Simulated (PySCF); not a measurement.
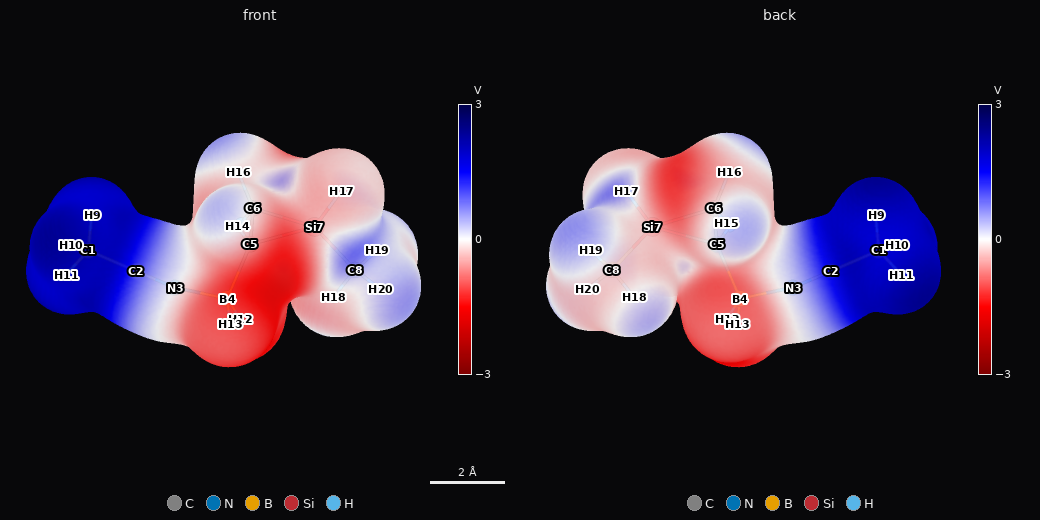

C₅H₁₂BNSi. The molecular electrostatic potential painted on the density surface at 0.004 e/bohr³, seen from the front and from behind; the colour scale runs from red (negative) to blue (positive).

Geometry: GFN2-xTB.

Theory: PBE0/pcSseg-1, SCF density, gas phase, non-relativistic (PySCF 2.14.0).

```xyz
20

C     3.8799   -0.5074   -0.1799
C     2.6372    0.2037   -0.2286
N     1.6368    0.7734   -0.2602
B     0.2561    1.2797   -0.1506
C    -0.3950    0.2572    0.9303
C    -0.6655   -1.2076    0.5273
Si   -2.2161   -0.2270    0.9498
C    -3.3998    0.2934   -0.4294
H     3.6877   -1.5697   -0.0251
H     4.4862   -0.1306    0.6440
H     4.4256   -0.3748   -1.1147
H    -0.2100    1.1961   -1.2450
H     0.3367    2.4007    0.2461
H     0.0639    0.3288    1.9148
H    -0.4612   -1.4511   -0.5074
H    -0.2797   -1.9714    1.1913
H    -2.8623   -0.4967    2.2339
H    -2.8482    0.5476   -1.3283
H    -4.1014   -0.4990   -0.6748
H    -3.9761    1.1654   -0.1354
```

> Where is the surface potential most negative and most positive?

The most negative region (about −1.7 V) lies over C5, the most positive (about +2.4 V) over H9, H10 and H11.

> What dipole moment does the calculation give?

Its dipole moment is 6.50 D.
